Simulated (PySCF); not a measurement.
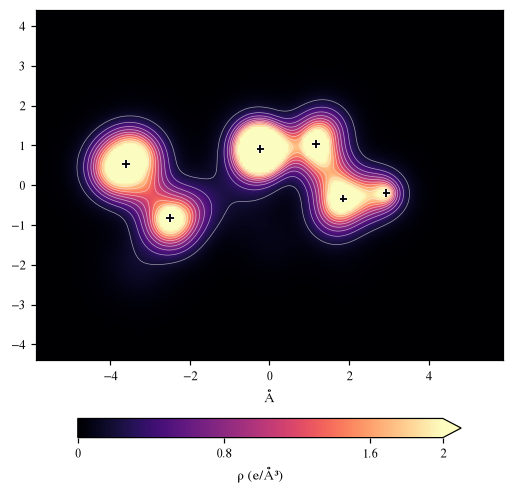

The total electron density on a plane through atoms (crosses mark nuclei in the plane).

Method: PySCF, PBE0/pcSseg-1, SCF density, gas phase, non-relativistic.

Candidates:
A. C4H7F3SSi (SMILES FC(F)(F)[SiH2]SC1CC1)
B. C7H13BSi
C. C4H8Cl2O2Si (SMILES ClC(Cl)[SiH]1OCCCO1)

**Which candidate gave the map?**

Candidate C: C4H8Cl2O2Si on the plane of atoms O5, C6 and C7, which holds Cl, C, O and H. C–O (1.41 Å): ρ is about 2 e/Å³ halfway, with its minimum of 1.7 e/Å³ about 0.5 Å from C. C–C (1.52 Å): ρ at the midpoint is about 1.7 e/Å³.
